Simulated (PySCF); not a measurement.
```yaml
atoms:
  - { symbol: C, position_ang: [2.6845, 0.0484, -0.1460] }
  - { symbol: C, position_ang: [1.5802, -0.4565, -0.2332] }
  - { symbol: Si, position_ang: [-0.0973, -1.2018, -0.3506] }
  - { symbol: O, position_ang: [-1.2412, -0.0220, -0.5672] }
  - { symbol: C, position_ang: [-1.4412, 1.0498, 0.3136] }
  - { symbol: H, position_ang: [3.6621, 0.4917, -0.0719] }
  - { symbol: H, position_ang: [-0.3414, -1.9614, 0.9124] }
  - { symbol: H, position_ang: [-0.1743, -2.0902, -1.5366] }
  - { symbol: H, position_ang: [-1.7094, 0.7062, 1.3300] }
  - { symbol: H, position_ang: [-0.5435, 1.6888, 0.3941] }
  - { symbol: H, position_ang: [-2.2695, 1.6667, -0.0657] }
```

Geometry: PBE0-D3(BJ)/def2-SVP.

Computed with PySCF, PBE0/pcSseg-1, SCF density, gas phase, non-relativistic.

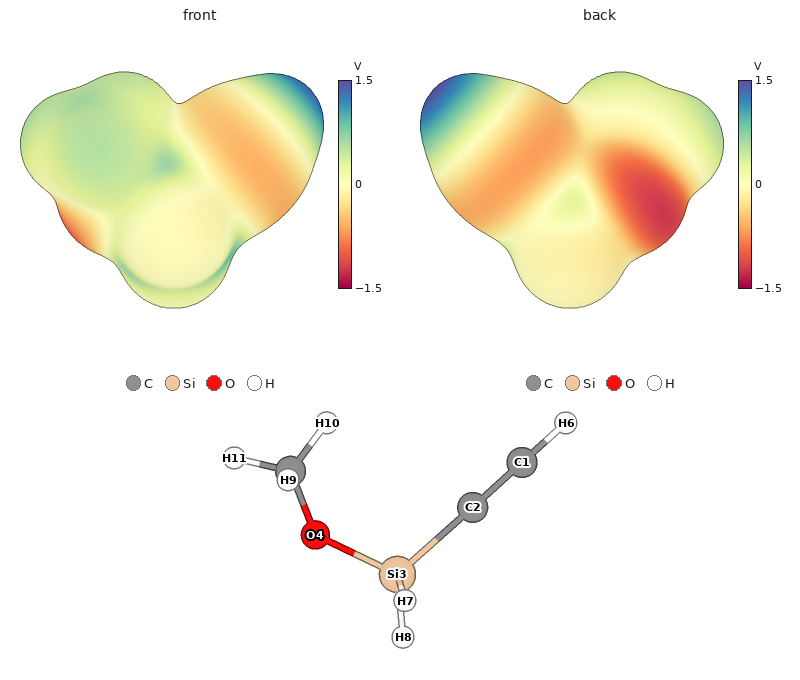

C3H6OSi. The electrostatic potential painted on the density surface at 0.001 e/bohr³, seen from the front and from behind; the colour scale runs from red (negative) to blue (positive). The bare structure is drawn below in the same view.

Which sites attract a positive test charge, and which a negative one?

A positive charge is drawn to the negative regions and a negative charge to the positive ones. The most negative region (about −1.2 V, or −28 kcal/mol for a unit charge) lies over O4, the most positive (about +1.4 V, or +32 kcal/mol for a unit charge) over H6. O4 is the likeliest acceptor of a hydrogen bond.

How polar is the molecule by this calculation?

Its dipole moment is 1.52 D.
